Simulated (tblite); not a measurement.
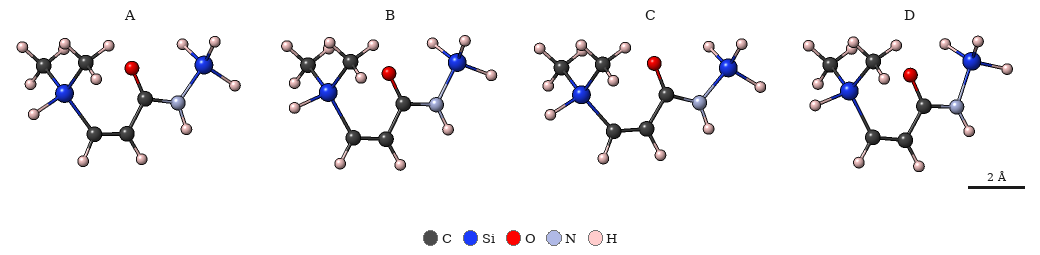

4 geometries from one relaxation of C$_{5}$H$_{13}$NOSi$_{2}$, in shuffled order. Style: ball-and-stick. Shown at a tilt.

These are results of GFN2-xTB geometry optimisation, gas phase in tblite 0.8.0, not measurements. 

> Order the frames from highest to lowest energy.

C, A, B, D. They are steps 0, 24, 37, 71, at +36.1 kJ/mol, +10.3 kJ/mol, +3.44 kJ/mol relative to the last. The largest moves after the best rigid fit, 0.98 Å, are those of H atoms. By element the largest moves are H 0.98 Å, Si 0.71 Å, O 0.45 Å, C 0.42 Å, N 0.19 Å. Among the contacts that change: O–Si 3.204 → 2.574 Å, O–Si 3.023 → 2.568 Å, C–Si 1.842 → 1.905 Å, C–N 1.379 → 1.340 Å. Among the angles between lasting bonds that change: Si–N–H 115.8° → 129.0°, C–N–Si 121.6° → 110.5°, C–C–C 128.0° → 118.1°. The energy falls by 36.1 kJ/mol in 71 geometry steps. Cost: 0.73 s on 1 thread of Arm Neoverse V1, on a shared host.
